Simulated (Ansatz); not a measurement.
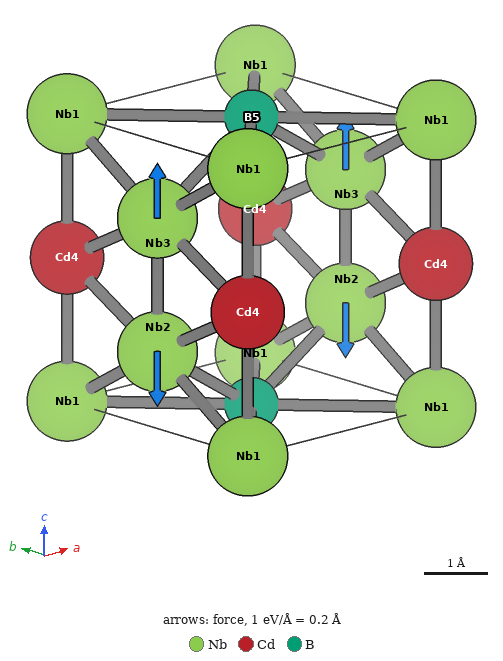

Starting geometry of a crystal of Nb3CdB (a generated structure, set up in Pmmm) (coarse preliminary run) with the computed forces as blue arrows. A ball-and-stick model of the cell of the calculation, seen from a free direction.

The calculation used DFT PBE, scalar-relativistic, plane waves, PAW (Ansatz). (plane-wave cutoff 420 eV; k-point mesh 4 × 4 × 4; occupations gaussian; smearing width 0.1 eV; no spin polarisation; cell and atoms relaxed; force threshold 0.04 eV/Å; at most 70 steps)

Is this structure relaxed? If not, where do the atoms go?

Answer. It isn't relaxed: the largest force vector, on Nb atoms, is 4.63 eV/Å. The atoms end up moving mostly along the starting forces (cosine between the two patterns 1.00). The largest moves relative to the cell, 0.11 Å, are those of Nb2 and Nb3. Nb2 goes along −c. B and Cd stay in place. The drawn cell changes as follows: a 4.065 → 3.037 Å (−25.3 %), b 4.232 → 4.667 Å (+10.3 %), c 4.755 → 6.386 Å (+34.3 %); the volume changes by +10.7 %. Some distances before and after: Nb1–Nb1 4.065 → 3.037 Å, Nb2–Nb3 2.209 → 3.188 Å, Nb1–Cd4 2.378 → 3.193 Å, Nb2–Nb3 (another image) 2.546 → 3.198 Å. Bonds break: Nb1–Cd4 (2.38 → 3.19 Å). Bond angles that change, for instance: Nb2–Cd4–Nb3 55.1° → 68.7°, Nb2–Cd4–Nb2 124.9° → 111.3°. The space group stays Pmmm (No. 47). After 12 accepted moves (14 points after the start) the energy has fallen by 2160 meV per atom. The largest force component goes from 4.6 to 0.004 eV/Å. Pressure: 63.57 GPa at the start and 0.02 GPa at the end. At 2 points the geometry stayed and the basis and grid were re-selected for the new cell (energy shift of 41.1 meV per atom at most each time).

Limits of the set-up: the k-point mesh is coarse for a cell with partly filled bands.
